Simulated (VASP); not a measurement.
Band structure of ScAlGe (space group Cmcm). All values below come from PBEsol GGA, VASP's PBE PAW potentials (set 64) (plane waves; VASP 6.6.1).

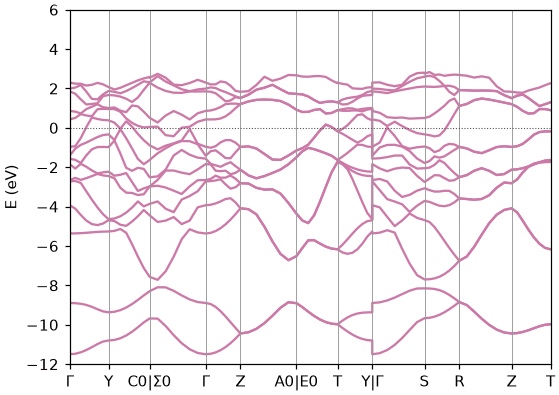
Figure: Bands along high-symmetry lines, zero at the valence-band maximum or, without a gap, the Fermi level

Problem. Read the plot: is there a gap, and where are the band edges?

Solution. It has no gap at this level: it comes out as a metal or semimetal. (Edges off the drawn lines would not show.)

The structure comes from a computed database's ScAlGe entry (Cmcm); how it stands against other phases isn't given here. It was relaxed first.
